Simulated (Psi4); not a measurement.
# r2SCAN/def2-TZVP run of [BPH5]− (SMILES [BH3-]P)

What is the vertical ionisation energy of [BPH5]− at r2SCAN/def2-TZVP? 

Program for the calculation: Psi4 1.11.

2 further runs of the same task are left out: 2 set aside as unsound or not needed.

**1. Starting point**

The species is [BPH5]− (7 atoms), meant as a singlet with charge -1. As SMILES, `[BH3-]P`. The coordinates come from a GFN2-xTB relaxation.

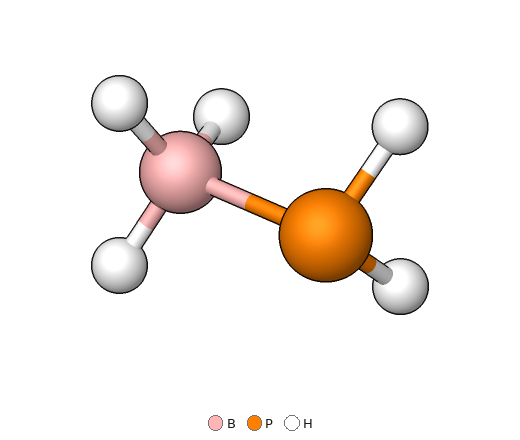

Viewed from a chosen angle; boron pink, phosphorus orange, hydrogen white.

**2. Energy and forces at r2SCAN/def2-TZVP**

input.dat

```
memory 1600 mb

molecule {
  -1 1
  B
  P 1 R2
  H 1 R3 2 A3
  H 1 R4 3 A4 2 D4
  H 1 R5 4 A5 3 D5
  H 2 R6 1 A6 5 D6
  H 2 R7 6 A7 1 D7

  R2 = 1.99212
  R3 = 1.211521
  A3 = 106.07151
  R4 = 1.211505
  A4 = 110.90044
  D4 = 114.74819
  R5 = 1.209571
  A5 = 112.22692
  D5 = -126.44157
  R6 = 1.384804
  A6 = 99.53269
  D6 = 46.26201
  R7 = 1.385438
  A7 = 90.60908
  D7 = 99.94582
  symmetry c1
}

set puream true
set e_convergence 1e-09
set d_convergence 1e-08
set scf_type pk
set dft_radial_points 99
set dft_spherical_points 590

energy_value, wavefunction = gradient("r2scan/def2-TZVP", return_wfn=True)
oeprop(wavefunction, "MULLIKEN_CHARGES", "LOWDIN_CHARGES", "QUADRUPOLE", title="R2SCAN")
print_variables()
```

Started as:

```console
psi4 -n 1 input.dat output.dat
```

output.dat:

```text
[...]
  Running in c1 symmetry.
[...]
  Nuclear repulsion =   51.156161581558976
[...]
  Multiplicity = 1
[...]
  Nalpha       = 13
  Nbeta        = 13
[...]
    Number of basis functions: 98
[...]
   @RKS iter   1:  -368.82354032309615   -1.73492e-01   7.89158e-03 DIIS/ADIIS
[...]
   @RKS iter  11:  -369.19920445029578   -9.54969e-12   6.14076e-09 DIIS
[...]
    Orbital Energies [Eh]
    ---------------------
    Doubly Occupied:
       1A    -76.515405     2A     -6.351905     3A     -6.231997
       4A     -4.376903     5A     -4.374727     6A     -4.370918
       7A     -0.393037     8A     -0.242905     9A     -0.157334
      10A     -0.101227    11A     -0.066388    12A     -0.055261
      13A     -0.005778
[...]
  @RKS Final Energy:  -369.19920445029578
   => Energetics <=
    Nuclear Repulsion Energy =             51.1561615815589761
    One-Electron Energy =                -615.4418589279530352
    Two-Electron Energy =                 224.4292277535551534
    DFT Exchange-Correlation Energy =     -29.3427348574568683
    Empirical Dispersion Energy =           0.0000000000000000
    VV10 Nonlocal Energy =                  0.0000000000000000
    Total Energy =                       -369.1992044502957810
[...]
  -Total Gradient:
     Atom            X                  Y                   Z
    ------   -----------------  -----------------  -----------------
       1       -0.000648273218     0.000548526643    -0.005637703952
       2        0.020097307494    -0.011934118282     0.004371098485
       3        0.000243521062    -0.005458463716     0.002815929306
       4        0.004951565275     0.002338361502     0.002876227554
       5       -0.004103863797     0.002438467228     0.004789467438
       6       -0.017944602766    -0.006696781093    -0.004622577629
       7       -0.002518101529     0.018716859477    -0.004486928230
[...]
 Multipole Moments:
 ------------------------------------------------------------------------------------
     Multipole            Electronic (a.u.)      Nuclear  (a.u.)        Total (a.u.)
 ------------------------------------------------------------------------------------
 L = 1.  Multiply by 2.5417464519 to convert [e a0] to [Debye]
 Dipole X            :         -1.1776971            1.3834054            0.2057083
 Dipole Y            :          0.7044986           -0.8276154           -0.1231168
 Dipole Z            :          3.7602017           -2.5564396            1.2037621
 Magnitude           :                                                    1.2274025
 L = 2.  Multiply by 1.3450342976 to convert [e a0^2] to [Debye ang]
 Quadrupole XX       :        -35.2691408           13.4642487          -21.8048921
 Quadrupole XY       :          0.1781466            0.3403721            0.5185188
[...]
  Mulliken Charges: (a.u.)
   Center  Symbol    Alpha    Beta     Spin     Total
       1     B     2.61162  2.61162  0.00000 -0.22323
       2     P     7.67856  7.67856  0.00000 -0.35712
       3     H     0.56171  0.56171  0.00000 -0.12341
       4     H     0.56178  0.56178  0.00000 -0.12356
       5     H     0.56008  0.56008  0.00000 -0.12016
       6     H     0.51305  0.51305  0.00000 -0.02610
       7     H     0.51321  0.51321  0.00000 -0.02641
   Total alpha = 13.00000, Total beta = 13.00000, Total charge = -1.00000
  Lowdin Charges: (a.u.)
[...]
```

Wall time 37 s (1 thread of Intel Xeon Platinum 8488C (Sapphire Rapids), shared host); peak memory 0.83 GiB.

**3. Doublet neutral BPH5 at the same level**

input.inp

```
memory 1.6 GB

molecule {
  0 2
  B     -0.95642819    -0.98246861    -0.68755795
  P      1.31804618     0.56727689     1.88090110
  H     -2.99400648    -1.21741826     0.32960603
  H     -0.05170291    -3.02573498    -1.18550079
  H     -1.05356011     0.38843320    -2.51399715
  H      0.41405789     3.02265473     1.83511304
  H      3.32357472     1.24727593     0.34145461
  units au
  symmetry c1
  no_reorient
  no_com
}

set basis def2-TZVP
set reference uks
set puream true
set e_convergence 1e-09
set d_convergence 1e-08
set scf_type pk
set dft_radial_points 99
set dft_spherical_points 590
set maxiter 200

e, wfn = gradient("r2scan", return_wfn=True)
oeprop(wfn, "QUADRUPOLE", "MULLIKEN_CHARGES", "WIBERG_LOWDIN_INDICES", title="R2SCAN")
```

Started as:

```console
psi4 -i input.inp -o input.out -n 1
```

input.out, cut to the lines that bear on the results:

```text
[...]
  Running in c1 symmetry.
[...]
  Nuclear repulsion =   51.156154107538541
[...]
  Multiplicity = 2
[...]
  Nalpha       = 13
  Nbeta        = 12
[...]
    Number of basis functions: 98
[...]
   @UKS iter   1:  -368.77473311344158   -1.24685e-01   7.08129e-03 DIIS/ADIIS
[...]
   @UKS iter  15:  -369.08633188418628   -1.06866e-11   7.34769e-09 DIIS
[...]
   @S^2 Observed:                7.593577883E-01
[...]
  @UKS Final Energy:  -369.08633188418628
   => Energetics <=
    Nuclear Repulsion Energy =             51.1561541075385406
    One-Electron Energy =                -608.9581495069789980
    Two-Electron Energy =                 217.8026593425265673
    DFT Exchange-Correlation Energy =     -29.0869958272723821
    Empirical Dispersion Energy =           0.0000000000000000
    VV10 Nonlocal Energy =                  0.0000000000000000
    Total Energy =                       -369.0863318841862792
[...]
  -Total Gradient:
     Atom            X                  Y                   Z
    ------   -----------------  -----------------  -----------------
       1        0.017184822622     0.041154400545    -0.015408802656
       2        0.017252258463    -0.003174676197     0.037623064277
       3       -0.002115563493    -0.000806222338     0.000989719696
       4        0.000527650143    -0.002369136656    -0.000302974604
       5       -0.013387212606    -0.018079233370    -0.004448219952
       6        0.002426577735    -0.015935625174    -0.015398799750
       7       -0.021825107598    -0.000808950500    -0.002910224345
[...]
 Multipole Moments:
 ------------------------------------------------------------------------------------
     Multipole            Electronic (a.u.)      Nuclear  (a.u.)        Total (a.u.)
 ------------------------------------------------------------------------------------
[...]
  Mulliken Charges: (a.u.)
   Center  Symbol    Alpha    Beta     Spin     Total
       1     B     2.70110  2.58482  0.11628 -0.28592
       2     P     7.81773  7.06079  0.75694  0.12149
       3     H     0.50982  0.51597 -0.00615 -0.02579
       4     H     0.50989  0.51604 -0.00615 -0.02593
       5     H     0.55419  0.40651  0.14768  0.03930
       6     H     0.45357  0.45797 -0.00440  0.08846
       7     H     0.45369  0.45790 -0.00421  0.08840
   Total alpha = 13.00000, Total beta = 12.00000, Total charge =  0.00000
  Wiberg Bond Indices using Orthogonal Lowdin Orbitals:
[...]
```

Wall time 72 s (1 thread of Intel Xeon Platinum 8488C (Sapphire Rapids), shared host); peak memory 0.83 GiB.

**4. Outcome**

Level: r2SCAN/def2-TZVP.

```
                                                              quantity          value
                                         singlet [BPH5]−: total energy  -369.19920 Eh
                                          singlet [BPH5]−: HOMO energy       -0.16 eV
                                          singlet [BPH5]−: LUMO energy        5.71 eV
singlet [BPH5]−: HOMO–LUMO gap (to an unbound level, set by the basis)        5.87 eV
                             singlet [BPH5]−: largest force on an atom     1.223 eV/Å
                                    doublet neutral BPH5: total energy  -369.08633 Eh
                                   doublet neutral BPH5: dipole moment         3.23 D
              doublet neutral BPH5: HOMO energy (highest over α and β)       -7.45 eV
               doublet neutral BPH5: LUMO energy (lowest over α and β)       -5.84 eV
                                            doublet neutral BPH5: ⟨S²⟩          0.759
                        doublet neutral BPH5: largest force on an atom     2.426 eV/Å
                   vertical detachment energy (to the doublet neutral)       3.071 eV
```

Removing an electron at fixed nuclei costs 3.07 eV (71 kcal/mol). The largest force (singlet [BPH5]−) is 1.22 eV/Å: the shape isn't a stationary point for this species at this level. The negative HOMO energy of the first species, 0.16 eV, lies 2.91 eV below that difference. Mulliken charges (doublet neutral BPH5) run from -0.29 on B1 to +0.12 on P2; they depend strongly on the basis.
